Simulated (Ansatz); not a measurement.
# Hypothetical P-6m2 GaN, pressure series

Take GaN (space group P-6m2, No. 187; a hypothetical phase, not in the database extracts checked) as the base.

```xyz
2
Lattice="2.9798 0.0000 0.0000 -1.4899 2.5806 0.0000 0.0000 0.0000 2.6845" Properties=species:S:1:pos:R:3 pbc="T T T"
Ga     0.0000     0.0000     0.0000
N      0.0000     1.7204     1.3423
```

Cell and atoms are relaxed at each pressure.

Calculations: plane-wave PAW DFT at the PBE level (Ansatz, an electronic-structure program, 420 eV), spin-orbit coupling left out.

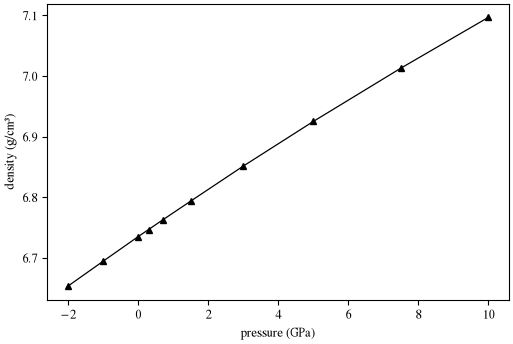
Density against pressure

```
pressure (GPa)     density
--------------  ----------
-2              6.65 g/cm³
-1              6.69 g/cm³
0.3             6.75 g/cm³
0.7             6.76 g/cm³
1.5             6.79 g/cm³
3               6.85 g/cm³
5               6.93 g/cm³
7.5             7.01 g/cm³
10              7.10 g/cm³
```

Load acts through the strain it causes; cell and atoms are relaxed under it. Whether these cells are dynamically stable was not tested. No other phases were tried under pressure. All final runs are without spin polarisation.
